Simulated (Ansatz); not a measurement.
# Structural relaxation of a frame of liquid dimethyl carbonate from 300 K (108 atoms), part 3 of 3

Wanted: the relaxed structure of a frame of liquid dimethyl carbonate from 300 K (108 atoms) and its electronic structure.

Ansatz 0.2.0; Kohn-Sham DFT, r2SCAN+D3(BJ), PAW (set soft_2), plane waves.

The cell: 27 C, 27 O and 54 H. The network of contacts between molecules at the start is that of the classical potential that made the cell. Only the Γ point is sampled, in a cell whose shortest periodic width is 11 Å.

So far, density (g/cm³): step 4 (distances and neighbours after relaxation) 1.07.

### Step 5. Single point at the relaxed geometry

The electronic structure is read at the final geometry, in a run of its own.

Contents of input.yaml:

```yaml
crystal:
  lattice:
    - [10.78542, 0.0, 0.0]
    - [0.0, 10.78542, 0.0]
    - [0.0, 0.0, 10.78542]
  atoms:
    - { symbol: C, position: [0.94937, 0.13075, 0.72984] }
    - { symbol: O, position: [0.83997, 0.1314, 0.80631] }
    - { symbol: C, position: [0.80671, 0.0205, 0.84921] }
    - { symbol: O, position: [0.86019, 0.92363, 0.83008] }
    - { symbol: O, position: [0.70515, 0.0352, 0.91776] }
    - { symbol: C, position: [0.66362, 0.92518, 0.98045] }
    - { symbol: H, position: [0.96551, 0.22722, 0.70649] }
    - { symbol: H, position: [0.93387, 0.07671, 0.64615] }
    - { symbol: H, position: [0.02792, 0.09322, 0.7806] }
    - { symbol: H, position: [0.7366, 0.89009, 0.04067] }
    - { symbol: H, position: [0.58456, 0.95445, 0.03529] }
    - { symbol: H, position: [0.63747, 0.85472, 0.913] }
    - { symbol: C, position: [0.38569, 0.26447, 0.19091] }
    - { symbol: O, position: [0.29223, 0.22165, 0.1046] }
    - { symbol: C, position: [0.23487, 0.1179, 0.13844] }
    - { symbol: O, position: [0.25511, 0.05823, 0.23117] }
    - { symbol: O, position: [0.15004, 0.09058, 0.05225] }
    - { symbol: C, position: [0.07821, 0.98149, 0.07962] }
    - { symbol: H, position: [0.41125, 0.35623, 0.15904] }
    - { symbol: H, position: [0.46566, 0.20287, 0.18922] }
    - { symbol: H, position: [0.34775, 0.26902, 0.28413] }
    - { symbol: H, position: [0.01613, 0.96926, 0.00137] }
    - { symbol: H, position: [0.1388, 0.9013, 0.0892] }
    - { symbol: H, position: [0.02589, 0.99394, 0.16504] }
    - { symbol: C, position: [0.95883, 0.67312, 0.0229] }
    - { symbol: O, position: [0.92619, 0.75158, 0.12625] }
    - { symbol: C, position: [0.93972, 0.69921, 0.23795] }
    - { symbol: O, position: [0.97047, 0.59346, 0.2578] }
    - { symbol: O, position: [0.91461, 0.78565, 0.32279] }
    - { symbol: C, position: [0.92066, 0.74271, 0.44906] }
    - { symbol: H, position: [0.90056, 0.59089, 0.02057] }
    - { symbol: H, position: [0.05594, 0.64594, 0.02991] }
    - { symbol: H, position: [0.94325, 0.73007, 0.94132] }
    - { symbol: H, position: [0.8482, 0.67429, 0.46471] }
    - { symbol: H, position: [0.0114, 0.70288, 0.46845] }
    - { symbol: H, position: [0.90512, 0.82468, 0.50544] }
    - { symbol: C, position: [0.61988, 0.37393, 0.46232] }
    - { symbol: O, position: [0.5837, 0.40566, 0.33762] }
    - { symbol: C, position: [0.60532, 0.52273, 0.30563] }
    - { symbol: O, position: [0.65298, 0.60182, 0.36912] }
    - { symbol: O, position: [0.56484, 0.53781, 0.18929] }
    - { symbol: C, position: [0.58597, 0.6588, 0.13799] }
    - { symbol: H, position: [0.71945, 0.385, 0.47327] }
    - { symbol: H, position: [0.59308, 0.27771, 0.47395] }
    - { symbol: H, position: [0.57058, 0.43187, 0.52829] }
    - { symbol: H, position: [0.53617, 0.65968, 0.05043] }
    - { symbol: H, position: [0.55058, 0.73005, 0.20015] }
    - { symbol: H, position: [0.68482, 0.67311, 0.12287] }
    - { symbol: C, position: [0.42314, 0.11189, 0.6816] }
    - { symbol: O, position: [0.37322, 0.19887, 0.59328] }
    - { symbol: C, position: [0.2572, 0.17527, 0.55731] }
    - { symbol: O, position: [0.19329, 0.0902, 0.59318] }
    - { symbol: O, position: [0.22401, 0.26228, 0.47644] }
    - { symbol: C, position: [0.10132, 0.2482, 0.42543] }
    - { symbol: H, position: [0.51397, 0.14821, 0.70561] }
    - { symbol: H, position: [0.43069, 0.02031, 0.6399] }
    - { symbol: H, position: [0.3639, 0.10757, 0.76338] }
    - { symbol: H, position: [0.03177, 0.25605, 0.498] }
    - { symbol: H, position: [0.09128, 0.32367, 0.3596] }
    - { symbol: H, position: [0.09277, 0.15873, 0.37982] }
    - { symbol: C, position: [0.284, 0.82176, 0.3822] }
    - { symbol: O, position: [0.32305, 0.71528, 0.45312] }
    - { symbol: C, position: [0.419, 0.73648, 0.5277] }
    - { symbol: O, position: [0.47382, 0.83383, 0.5385] }
    - { symbol: O, position: [0.44392, 0.63252, 0.58976] }
    - { symbol: C, position: [0.54744, 0.64295, 0.67311] }
    - { symbol: H, position: [0.36025, 0.85754, 0.32691] }
    - { symbol: H, position: [0.25039, 0.89472, 0.44332] }
    - { symbol: H, position: [0.20988, 0.7883, 0.32293] }
    - { symbol: H, position: [0.55151, 0.55459, 0.7211] }
    - { symbol: H, position: [0.63196, 0.65902, 0.62025] }
    - { symbol: H, position: [0.53145, 0.7178, 0.7387] }
    - { symbol: C, position: [0.67507, 0.99374, 0.42433] }
    - { symbol: O, position: [0.76689, 0.08821, 0.40152] }
    - { symbol: C, position: [0.75915, 0.14174, 0.29031] }
    - { symbol: O, position: [0.6854, 0.11603, 0.20984] }
    - { symbol: O, position: [0.84649, 0.22902, 0.28368] }
    - { symbol: C, position: [0.84602, 0.29953, 0.1699] }
    [... 24 atom lines left out ...]
    - { symbol: H, position: [0.9117, 0.48614, 0.61298] }
    - { symbol: H, position: [0.95488, 0.45444, 0.7697] }
    - { symbol: H, position: [0.86113, 0.58523, 0.7356] }
    - { symbol: H, position: [0.48137, 0.26129, 0.92154] }
    - { symbol: H, position: [0.6282, 0.24744, 0.99604] }
    - { symbol: H, position: [0.55135, 0.39372, 0.99294] }
kpoints:
  mp_grid: { grid: [1, 1, 1] }
hamiltonian:
  xc: r2scan
  dispersion: d3bj
scf:
  occupations: { method: fixed }
output:
  forces: true
  stress: true
  populations: true
  dos:
    method: { smearing: { sigma: 0.1 } }
    de: 0.1
    projected: { site_lists: { C: [C], H: [H], O: [O] } }
  eigenvalues: true
  write_density: true
  write_potential: true
  volumetric_format: npy
```

The run is started by

```
$ ansatz run input.yaml --threads 4 --pin off --max-ram 8192MiB --backend cpu --events-out ev --progress --plain --runs-dir out
```

The program printed:

```text
[...]
Crystal: 108 atoms, lattice volume = 1254.617 Å³
Basis set: ecut = 500 eV, 31799 PW (Γ), exchange–correlation on 320×320×320 points (64 copies of the dense FFT grid, shifted against one another)
Bands: 270, of which v1, the nominal top of the filled ones, is band 162 counted from 1 (161 counted from 0)
Symmetry: 1 space group operations
[...]
k-points: 1
[...]
SCF iter   1: F=—  HF=-23001.766265 eV  |F-HF|=—  |Δ(HF+E_count)|=         —  Δρ=7.34e-3  dr2=5.72e-1  dr2_τ=8.79e0  ethr=1.77e-3  ⟨swp⟩=5.0  Hψ=933  notcnv=0  defer=104
[...]
SCF iter  10: F=-23000.655223 eV  HF=-23000.655223 eV  |F-HF|=7.57e-8  |Δ(HF+E_count)|=   5.17e-7  Δρ=1.98e-6  dr2=4.91e-8  dr2_τ=6.17e-9  ethr=3.09e-11  ⟨swp⟩=21.0  Hψ=2627  notcnv=0
SCF 1 converged in 10 iterations: F = -23000.655223 eV  dr2 = 4.91e-8
[...]
WARN: The input density's exchange-correlation potential varies sharply where the density is thin. Do not read a vacuum level from v_tot or v_xc, or from such a field of the output density. On a cell that repeats whose density bears no net charge and no dipole along the vacuum's axis use v_es (v_loc + v_h of the components); [...]
SCF converged after 10 iterations
Free energy (F): -23000.655223 eV
[...]
Internal energy: -23000.655223 eV  (E = F + TS)
E sigma→0 (E₀):  -23000.655223 eV
Fermi energy:    -2.436243 eV
[...]
--- Forces (eV/Å), atoms counted from 1 ---
  atom   1  C     -0.00786461     0.00589842     0.01006797
  atom   2  O     -0.00573265    -0.00665103    -0.01132129
  atom   3  C      0.00381388     0.01885923     0.02863800
  atom   4  O     -0.00124293    -0.00679415    -0.01059679
  atom   5  O      0.00509284    -0.00336917    -0.00753535
  atom   6  C     -0.00672959     0.00448646    -0.00284331
  atom   7  H     -0.00007857     0.00332981    -0.00084660
  atom   8  H      0.00153217    -0.00391175    -0.01211338
  atom   9  H      0.00834352    -0.00675793     0.00563527
  atom  10  H      0.00443841    -0.00183954     0.00343167
  atom  11  H      0.00238176     0.00034641    -0.00010009
  atom  12  H      0.00115188    -0.00311714    -0.00245351
  atom  13  C     -0.00094417    -0.00534383    -0.00162966
  atom  14  O     -0.00166803     0.00686384    -0.00292722
[...]
atom 107  H     -0.00055156    -0.00013213    -0.00054447
  atom 108  H      0.00074761    -0.00122130    -0.00013786
  max |Σ_I F_I| component: 6.79e-5 eV/Å
--- Stress (GPa, compression-positive) ---
       -0.420310       0.027017      -0.024126
        0.027017      -0.414487      -0.000669
       -0.024126      -0.000669      -0.394165
  P = ⅓ Tr σ = -0.4097 GPa (-4.097 kbar)
--- Band table (eV) ---
[...]
--- Löwdin populations: 108 sites ---
  site symbol       q [e]
     0      C      4.2039
     1      O      6.2900
     2      C      3.2463
[...]
107      H      0.8061
  spilling = 0.014437 (of n_electrons = 324.000000)
```

It took 13 s on 4 threads of AMD EPYC 9R45, shared host; peak memory 3 GiB.

The program notes that the exchange-correlation potential is rough where the density is thin.

Numbers from this run:

| Quantity | Value |
| --- | --- |
| free energy | -23000.6552 eV |
| free energy per atom | -212.9690 eV/atom |
| SCF cycles | 10 |
| pressure | -0.4097 GPa |
| r.m.s. force component | 0.006 eV/Å |
| longest force | 0.0345 eV/Å |
| Fermi energy | -2.436 eV |
| gap (highest filled to lowest empty level) | 6.273 eV |
| spilling of the projection | 0.01444 |

Löwdin charges by element and coordination (they lack the spilled electrons, 0.043 e an atom on average):

```
element  coordination  atoms  mean charge (e)  spread   least    most
      C           all     27            0.109   0.457  -0.227   0.757
      C             3      9            0.755  0.0022    0.75   0.757
      C             4     18           -0.213  0.0061  -0.227  -0.204
      H           all     54            0.208  0.0103   0.194   0.232
      O           all     27           -0.353  0.0855   -0.48  -0.282
      O             1      9           -0.473   0.005   -0.48  -0.464
      O             2     18           -0.292  0.0051  -0.301  -0.282
```

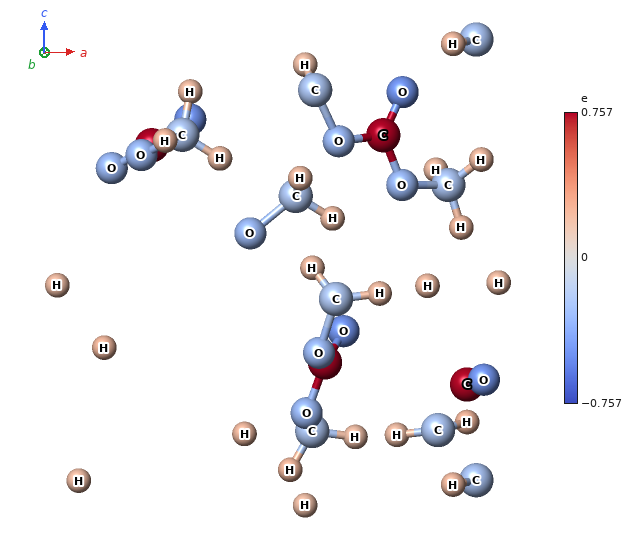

Atoms coloured by Löwdin charge. Drawn is a slice 4 Å thick, seen along the normal of the ac plane. Bonds to atoms that aren't drawn are left out.

Density of states as counts of states in windows of 1 eV (from the Fermi level), total and the larger projections:

```
from (eV)  to (eV)  total   O p   C p  H s  O s
      -10       -9    0.0   0.0   0.0  0.0  0.0
       -9       -8    2.3   0.6   0.6  0.4  0.3
       -8       -7   20.2   6.3   5.3  3.3  2.3
       -7       -6   22.4  10.4   8.6  1.7  1.0
       -6       -5   27.0  14.7   6.6  1.7  3.2
       -5       -4   36.4  11.4  16.0  7.5  0.7
       -4       -3   26.9   9.1  11.8  5.0  0.6
       -3       -2   30.9   9.7  12.0  7.4  1.3
       -2       -1   14.1   7.9   2.8  2.3  0.7
       -1        0   50.9  43.2   3.0  4.1  0.0
        0        1    2.7   2.7   0.0  0.0  0.0
        1        5    0.0   0.0   0.0  0.0  0.0
```

With fixed occupations the program's Fermi level is the highest filled level; weight inside the gap is the broadening of levels at its edges.

Between -24 and -10 eV lie 90 more states.

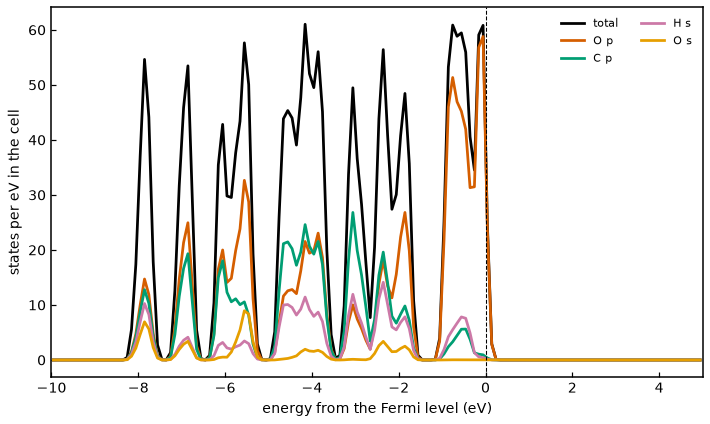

Total and projected density of states, with the broadening of the input.

The levels nearest the highest filled one (over half full), pooled over k-points and spins:

```
level less the highest filled one (eV)  occupation
                                -0.138           2
                               -0.0957           2
                               -0.0787           2
                               -0.0773           2
                               -0.0317           2
                                     0           2
                                  6.27           0
                                  6.92           0
                                  6.97           0
                                  7.04           0
                                  7.07           0
                                  7.10           0
```

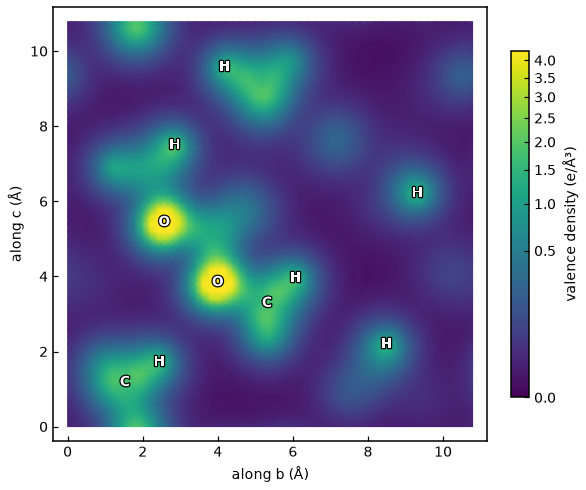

Valence density in the bc plane at fractional x = 0.568, with atoms of H and O and C within 0.2 Å of it. It is the smooth field of the valence electrons, not physical close to the nuclei. The map starts off the cell's origin, so that atoms lie inside it. The colour scale is stretched toward low values.

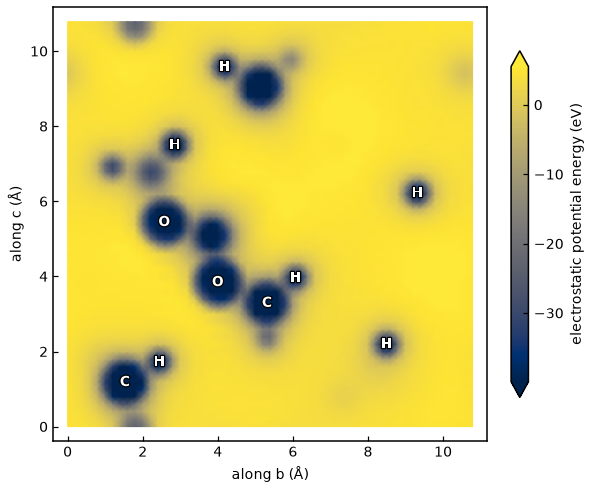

Electrostatic potential energy in the bc plane at fractional x = 0.568, with atoms of H and O and C within 0.2 Å of it. With pseudopotentials it is smooth inside the atoms' cores, unlike the true potential. The map starts off the cell's origin, so that atoms lie inside it.

Mean Löwdin charges: C +0.11, H +0.21, O -0.35 e (they miss 1.4 % of the electrons, so they add up to more than the cell's charge). The largest share in the top eV of filled states is O p (86 % of the projected weight), and in the lowest eV of empty states C p (48 % of the projected weight).

The surroundings of H107, picked at random, nearest first, numbered as they follow in the input and with coordinates relative to it.

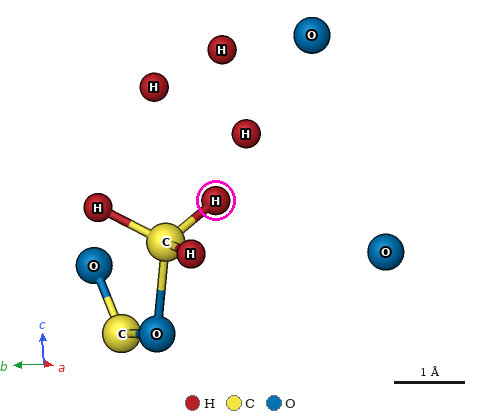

The atoms of the table, within 2.8 Å (arrows a, b, c point along x, y, z); some may hide others; the central atom is ringed.

```
atom      x      y      z  distance (Å)  bonds  Löwdin charge (e)
H107   0.00   0.00   0.00          0.00      1               0.21
C102  -0.65   0.65  -0.58          1.09      4              -0.22
H106  -1.58   0.15  -0.80          1.78      1               0.20
H108  -0.83   1.58  -0.03          1.78      1               0.19
O101  -0.05   0.94  -1.86          2.09      2              -0.29
 H83   1.38   1.02   1.73          2.43      1               0.20
  O5   0.83  -2.29  -0.84          2.58      2              -0.28
 C99   1.08   1.63  -1.78          2.65      3               0.75
O100   1.59   2.06  -0.77          2.71      1              -0.47
 H20  -1.75  -0.48   2.08          2.77      1               0.21
 H82   2.57  -0.08   1.03          2.77      1               0.20
 O76   0.62  -1.42   2.31          2.78      1              -0.47
```

The column of bonds counts only the pairs H-C within 1.34 Å, C-O within 1.73 Å; other neighbours, such as metal atoms beside each other in a compound, aren't counted, and periodic images can show an atom twice.

### Step 6. What came out

```json
{
  "energy change in the relaxation": "-53.1 meV/atom",
  "r.m.s. displacement": "0.796 Å",
  "largest displacement": "2.009 Å",
  "free energy per atom": "-212.9690 eV/atom",
  "pressure": "-0.4097 GPa",
  "r.m.s. force component": "0.006 eV/Å",
  "gap (highest filled to lowest empty level)": "6.273 eV",
  "wall time of the 3 DFT runs": "3.7 min"
}
```

Relaxation lowers the energy by 53.1 meV/atom and moves atoms by 0.80 Å r.m.s.; the r.m.s. force component goes from 1.0 to 0.006 eV/Å, the pressure goes from -1.4 to -0.41 GPa, and the gap from 5.97 to 6.27 eV. By the final cutoffs no bond was broken or made. First to last step the energy falls by 5.735 eV; the largest move, 2.01 Å, is that of H91. The C-O bonds change most in mean length: from 1.359 Å (spread 0.080) to 1.352 Å (spread 0.086). By these cutoffs 67 % of C atoms have 4, all H atoms have 1 and 67 % of O atoms have 2 bonded neighbours. Between filled and empty levels lie 6.27 eV (at Γ alone); a semilocal functional tends to put such gaps too low. In a disordered cell it changes from sample to sample and from frame to frame.

Caveats: The network of contacts between molecules at the start is that of the classical potential that made the cell; in DFT atoms moved by 0.80 Å r.m.s.

[Logs are printed without paths, hosts, clocks, repeated set-up lines and the standing remarks that a program may print on its own settings, such as how far it seeks lower states.]

[Hosts, paths, dates, database ids (printed as entryN), source tags and the programs' standing remarks are cut or masked in the printed files.]
